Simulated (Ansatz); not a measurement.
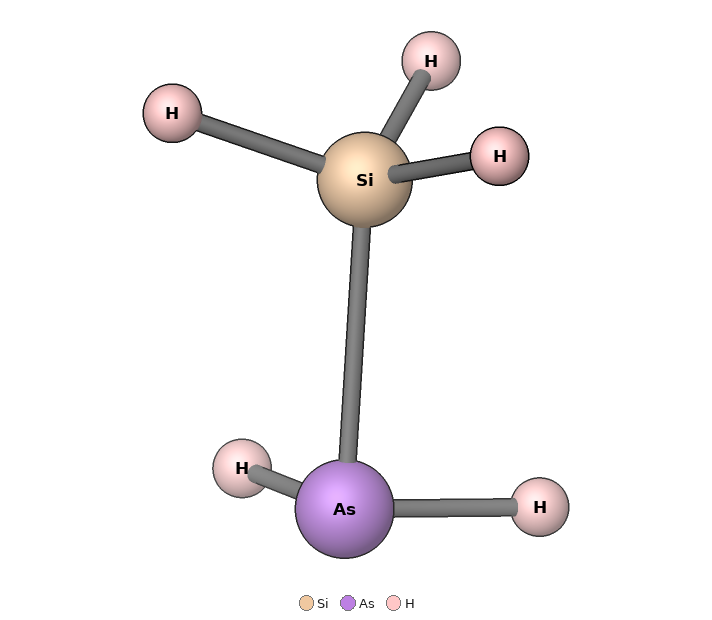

Atoms fade into the background with distance from the viewer. The geometry was computed by an optimisation with PBE0-D4/def2-TZVP.

**List the symmetry elements and name the point group.**

It has 1 mirror plane, so the point group is Cs. The group has 2 operations. The geometry is achiral, and symmetry allows a dipole moment.
